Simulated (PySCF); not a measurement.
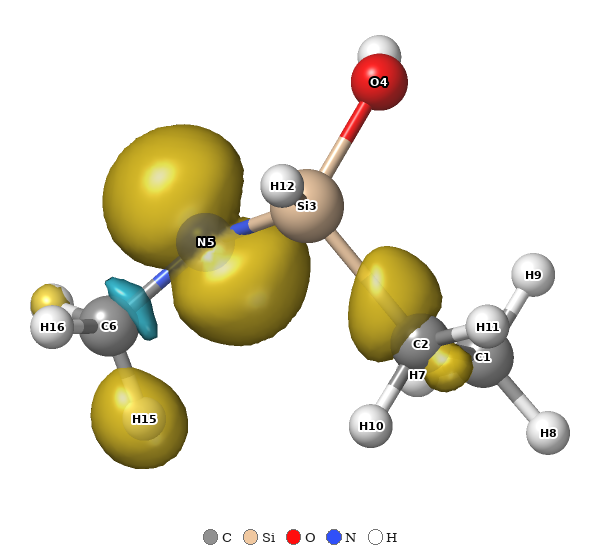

C$_{3}$H$_{10}$NOSi (doublet). Isosurfaces of the spin density at +0.03 (yellow) and −0.03 e/Å³ (cyan), seen at an oblique angle.

Geometry: GFN2-xTB.

Computed with UKS B3LYP, pcH-1 on C H N O Si, non-relativistic, mean-field spin-orbit, GIAO in PySCF.

```xyz
16

C    -1.8593   -0.5912   -0.4167
C    -1.1190    0.7267   -0.4212
Si    0.3396    0.7875    0.8847
O    -0.2565    0.4554    2.3612
N     1.3460   -0.4458    0.3751
C     2.2568   -0.5518   -0.6869
H    -1.1957   -1.4089   -0.6861
H    -2.6831   -0.5664   -1.1323
H    -2.2741   -0.7936    0.5681
H    -0.7038    0.9324   -1.4048
H    -1.7925    1.5389   -0.1576
H     0.6814    2.2030    1.0093
H    -0.2423   -0.4462    2.6699
H     2.8811   -1.4358   -0.5206
H     1.7179   -0.7234   -1.6289
H     2.8959    0.3281   -0.8248
```

> Which atoms carry the spin?

The unpaired spin (1 electron) lies mostly on N5 (about 0.7) and C2 (about 0.1), in electrons by Hirshfeld's partition.
